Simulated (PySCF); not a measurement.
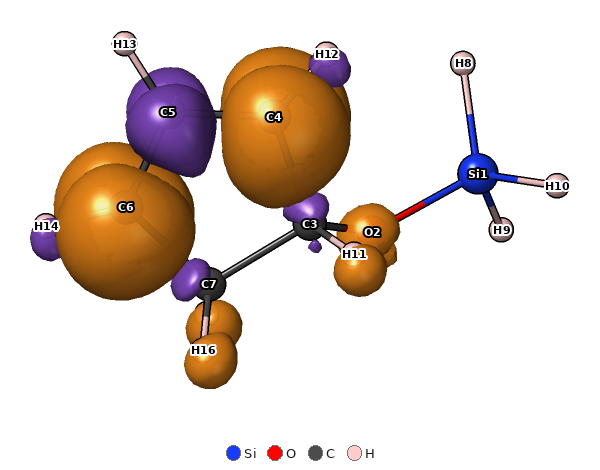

C₅H₉OSi (doublet). Isosurfaces of the spin density at +0.02 (orange) and −0.02 e/Å³ (purple), seen at an oblique angle.

Geometry: GFN2-xTB.

These are results of UKS B3LYP, pcH-1 on C H O Si, non-relativistic, mean-field spin-orbit, GIAO (PySCF 2.14.0, density-fitted response routines), not measurements.

```yaml
atoms:
  - { symbol: Si, position_ang: [2.6324, -0.2698, 0.4025] }
  - { symbol: O, position_ang: [1.2565, 0.4005, -0.1156] }
  - { symbol: C, position_ang: [-0.0075, -0.1520, -0.3804] }
  - { symbol: C, position_ang: [-0.5964, -0.9123, 0.7656] }
  - { symbol: C, position_ang: [-1.8089, -0.3728, 1.1297] }
  - { symbol: C, position_ang: [-2.1267, 0.7078, 0.3387] }
  - { symbol: C, position_ang: [-1.0374, 0.9687, -0.6439] }
  - { symbol: H, position_ang: [2.5247, -0.7886, 1.7699] }
  - { symbol: H, position_ang: [3.5032, 0.8904, 0.3031] }
  - { symbol: H, position_ang: [3.0487, -1.3787, -0.4645] }
  - { symbol: H, position_ang: [0.0987, -0.8086, -1.2603] }
  - { symbol: H, position_ang: [-0.0914, -1.7416, 1.2221] }
  - { symbol: H, position_ang: [-2.4258, -0.7504, 1.9272] }
  - { symbol: H, position_ang: [-3.0128, 1.3108, 0.4034] }
  - { symbol: H, position_ang: [-0.5631, 1.9385, -0.4681] }
  - { symbol: H, position_ang: [-1.4019, 0.9670, -1.6735] }
```

**Which atoms carry the spin?**

The unpaired spin (1 electron) lies mostly on C6 (about 0.4) and C4 (about 0.4), in electrons by Hirshfeld's partition.
